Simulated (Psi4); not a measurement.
**C2F6O (SMILES FC(F)(F)OC(F)(F)F): M06-2X/def2-SVP**

Aim: the vertical ionisation energy of C2F6O at M06-2X/def2-SVP, from 2 runs. 

Program for the calculation: Psi4 1.11.

## 1. The structure to begin with

C2F6O has 9 atoms, charge 0, and is taken as a singlet. SMILES: `FC(F)(F)OC(F)(F)F`. Geometry: relaxed at PBE0-D4/def2-TZVP.

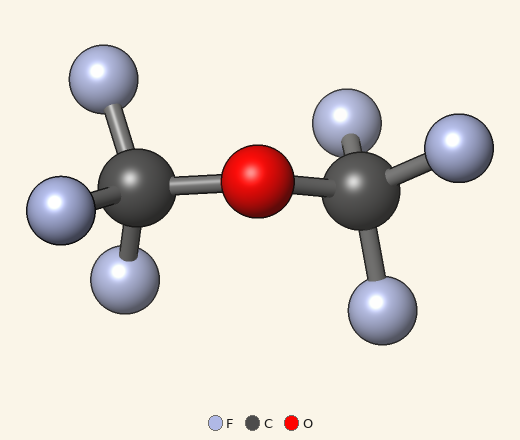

The structure, seen from a chosen angle (fluorine light blue, carbon dark grey, oxygen red).

## 2. Energy and gradient at M06-2X/def2-SVP

c2f6o.xyz

```xyz
9
C2F6O
F      2.076690    -0.384510    -0.999750
C      0.777760    -0.429490    -0.791080
F      0.159870     0.303300    -1.706270
F      0.367380    -1.682330    -0.915040
O      0.570650     0.041580     0.479900
C     -0.682950     0.436400     0.870810
F     -0.666110     0.487120     2.186080
F     -0.980110     1.637760     0.399820
F     -1.623170    -0.409820     0.475530
```

calc.py

```python
import psi4

psi4.set_memory('2200 MB')
psi4.set_num_threads(1)
psi4.set_output_file('output.dat', False)

with open('c2f6o.xyz') as f:
    atoms = ''.join(f.readlines()[2:])
geom = psi4.geometry('0 1\n' + atoms + 'symmetry c1\nno_reorient\nno_com')

psi4.set_options(dict(puream=True, e_convergence=1e-09, d_convergence=1e-08, scf_type='pk', dft_radial_points=99, dft_spherical_points=590))

E, wfn = psi4.gradient('m06-2x/def2-SVP', molecule=geom, return_wfn=True)
print('gradient / Eh bohr^-1')
print(E.np.round(6))
print(f'energy = {wfn.energy():.10f} Eh')
```

Command:

```console
$ python calc.py
```

output.dat:

```text
[...]
  Running in c1 symmetry.
[...]
  Nuclear repulsion =  565.577163654716742
[...]
  Multiplicity = 1
[...]
  Nalpha       = 37
  Nbeta        = 37
[...]
    Number of basis functions: 126
[...]
   @RKS iter   1:  -749.49121823199073    3.52020e-02   6.18665e-03 DIIS/ADIIS
[...]
   @RKS iter  10:  -749.70311717890183   -1.75078e-11   6.68051e-09 DIIS
[...]
  @RKS Final Energy:  -749.70311717890183
   => Energetics <=
    Nuclear Repulsion Energy =            565.5771636547167418
    One-Electron Energy =               -2164.5502936582834081
    Two-Electron Energy =                 888.6594522870218498
    DFT Exchange-Correlation Energy =     -39.3894394623569895
    Empirical Dispersion Energy =           0.0000000000000000
    VV10 Nonlocal Energy =                  0.0000000000000000
    Total Energy =                       -749.7031171789018344
[...]
 Multipole Moments:
 ------------------------------------------------------------------------------------
     Multipole            Electronic (a.u.)      Nuclear  (a.u.)        Total (a.u.)
 ------------------------------------------------------------------------------------
 L = 1.  Multiply by 2.5417464519 to convert [e a0] to [Debye]
 Dipole X            :          1.5905838           -1.6156969           -0.0251132
 Dipole Y            :          0.1157422           -0.1175788           -0.0018366
 Dipole Z            :          1.3377654           -1.3588832           -0.0211178
 Magnitude           :                                                    0.0328634
[...]
  -Total Gradient:
     Atom            X                  Y                   Z
    ------   -----------------  -----------------  -----------------
       1        0.004528247238     0.000087152522    -0.000027246430
       2       -0.005352690274     0.003229726811     0.003568603855
       3       -0.000491076227     0.001608533748    -0.005416085174
       4       -0.000029859551    -0.005443259300    -0.001484284549
       5        0.004925683065     0.000357636873     0.004135768689
       6        0.002882621111    -0.003411171676    -0.005645065750
       7        0.000738892270     0.000294432888     0.004461971361
       8       -0.001928381010     0.005305715210    -0.000163117125
       9       -0.005267476766    -0.002028447124     0.000573839129
[...]
```

Standard output:

```text
gradient / Eh bohr^-1
[[ 4.528e-03  8.700e-05 -2.700e-05]
 [-5.353e-03  3.230e-03  3.569e-03]
 [-4.910e-04  1.609e-03 -5.416e-03]
 [-3.000e-05 -5.443e-03 -1.484e-03]
 [ 4.926e-03  3.580e-04  4.136e-03]
 [ 2.883e-03 -3.411e-03 -5.645e-03]
 [ 7.390e-04  2.940e-04  4.462e-03]
 [-1.928e-03  5.306e-03 -1.630e-04]
 [-5.267e-03 -2.028e-03  5.740e-04]]
energy = -749.7031171789 Eh
```

It took 72 s on 1 thread of Intel Xeon Platinum 8375C at 2.90GHz (Ice Lake), shared host; peak memory 0.89 GiB.

## 3. The doublet cation: a single-point energy at UM06-2X/def2-SVP

job.in

```
memory 2.2 GB

molecule molecule1 {
  1 2
  F
  C 1 1.316353
  F 2 1.325271 1 109.37212
  F 2 1.324155 1 108.863 3 118.15635
  O 2 1.371201 1 106.5134 4 120.23872
  C 5 1.371206 2 120.08309 1 163.3939
  F 6 1.316355 5 106.51393 2 163.3853
  F 6 1.324161 7 108.8632 5 -120.23865
  F 6 1.325273 7 109.37174 8 -118.15587
  symmetry c1
  no_reorient
  no_com
}

set basis def2-SVP
set reference uks
set puream true
set e_convergence 1e-09
set d_convergence 1e-08
set scf_type pk
set dft_radial_points 99
set dft_spherical_points 590
set maxiter 100

e_tot, wfn = energy("m06-2x", return_wfn=True)
oeprop(wfn, "MAYER_INDICES", "MULLIKEN_CHARGES", "QUADRUPOLE", title="M06-2X")
print_variables()
```

Command:

```console
$ psi4 -n 1 job.in job.out
```

job.out:

```text
[...]
  Running in c1 symmetry.
[...]
  Nuclear repulsion =  565.577128226668606
[...]
  Multiplicity = 2
[...]
  Nalpha       = 37
  Nbeta        = 36
[...]
    Number of basis functions: 126
[...]
   @UKS iter   1:  -748.93442335479074    5.91996e-01   6.14958e-03 ADIIS/DIIS
[...]
   @UKS iter  17:  -749.16592239912848   -1.00044e-11   6.52703e-09 DIIS
[...]
   @S^2 Observed:                7.548689884E-01
[...]
  @UKS Final Energy:  -749.16592239912848
   => Energetics <=
    Nuclear Repulsion Energy =            565.5771282266686057
    One-Electron Energy =               -2144.7925982709334676
    Two-Electron Energy =                 869.1910858936506656
    DFT Exchange-Correlation Energy =     -39.1415382485143653
    Empirical Dispersion Energy =           0.0000000000000000
    VV10 Nonlocal Energy =                  0.0000000000000000
    Total Energy =                       -749.1659223991284762
[...]
 Multipole Moments:
 ------------------------------------------------------------------------------------
     Multipole            Electronic (a.u.)      Nuclear  (a.u.)        Total (a.u.)
 ------------------------------------------------------------------------------------
 L = 1.  Multiply by 2.5417464519 to convert [e a0] to [Debye]
 Dipole X            :          0.1293361           -0.3404847           -0.2111487
 Dipole Y            :         -0.1581292            0.4161673            0.2580381
 Dipole Z            :          0.1766556           -0.4649380           -0.2882823
 Magnitude           :                                                    0.4407654
 L = 2.  Multiply by 1.3450342976 to convert [e a0^2] to [Debye ang]
 Quadrupole XX       :       -367.6393458          338.3698281          -29.2695177
 Quadrupole XY       :         66.5146827          -66.8971583           -0.3824755
[...]
  Mulliken Charges: (a.u.)
   Center  Symbol    Alpha    Beta     Spin     Total
       1     F     4.54507  4.52450  0.02057 -0.06957
       2     C     2.64372  2.69455 -0.05083  0.66173
       3     F     4.56038  4.52111  0.03927 -0.08149
       4     F     4.56955  4.48116  0.08839 -0.05071
       5     O     4.36255  3.55737  0.80518  0.08007
       6     C     2.64371  2.69455 -0.05083  0.66174
       7     F     4.54508  4.52449  0.02058 -0.06957
       8     F     4.56956  4.48115  0.08840 -0.05071
       9     F     4.56038  4.52112  0.03925 -0.08150
   Total alpha = 37.00000, Total beta = 36.00000, Total charge =  1.00000
[...]
```

Wall time 2.4 min (1 thread of Intel Xeon Platinum 8375C at 2.90GHz (Ice Lake), shared host); peak memory 0.88 GiB.

## 4. Summary of results

At M06-2X/def2-SVP:

| quantity | value |
| --- | --- |
| singlet C2F6O: total energy | -749.70312 Eh |
| singlet C2F6O: dipole moment | 0.08 D |
| singlet C2F6O: HOMO energy | -13.29 eV |
| singlet C2F6O: LUMO energy | 5.10 eV |
| singlet C2F6O: HOMO–LUMO gap | 18.38 eV |
| singlet C2F6O: largest force on an atom | 0.370 eV/Å |
| doublet cation: total energy | -749.16592 Eh |
| doublet cation: HOMO energy (highest over α and β) | -21.21 eV |
| doublet cation: LUMO energy (lowest over α and β) | -15.90 eV |
| doublet cation: ⟨S²⟩ | 0.755 |
| vertical ionisation energy (to the doublet cation) | 14.618 eV |

What this shows: Removing an electron at fixed nuclei costs 14.62 eV (337 kcal/mol). The largest force (singlet C2F6O) is 0.37 eV/Å: the shape isn't a stationary point for this species at this level. The negative HOMO energy of the first species, 13.29 eV, lies 1.33 eV below that difference.
